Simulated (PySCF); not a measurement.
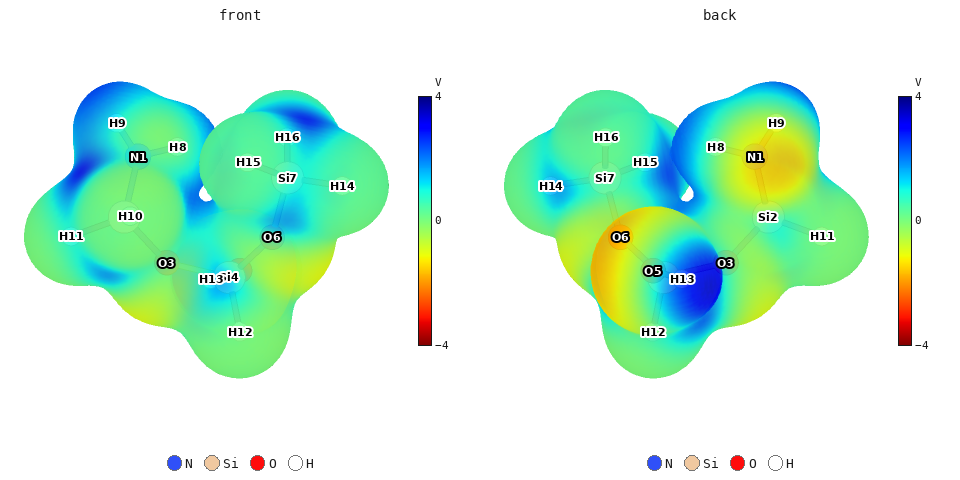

Figure. H9NO3Si3. The molecular electrostatic potential painted on the density surface at 0.004 e/bohr³, seen from the front and from behind; red is negative and blue positive.

Geometry: GFN2-xTB.

Computed with PySCF 2.14.0, PBE0/pcSseg-1, SCF density, gas phase, non-relativistic.

```xyz
16

N    -1.8790    1.0781   -0.3016
Si   -1.9149   -0.4594    0.4698
O    -0.7013   -1.3491   -0.1369
Si    0.8590   -1.4107   -0.5408
O     1.0432   -1.1549   -2.1294
O     1.7260   -0.2691    0.2003
Si    1.8422    1.2150    0.8250
H    -0.9814    1.4942   -0.4950
H    -2.5415    1.7866   -0.0343
H    -1.7508   -0.4522    1.9285
H    -3.1177   -1.1566    0.0242
H     1.3730   -2.6833   -0.0837
H     0.3791   -1.4704   -2.7353
H     3.2031    1.2516    1.3506
H     0.8307    1.3749    1.8742
H     1.6227    2.2143   -0.2269
```

> Describe the electrostatic potential map.

The most negative region (about −1.7 V) lies over O5, the most positive (about +3.2 V) over H13. O5 is the likeliest acceptor of a hydrogen bond.

> What dipole moment does the calculation give?

Its dipole moment is 1.99 D.
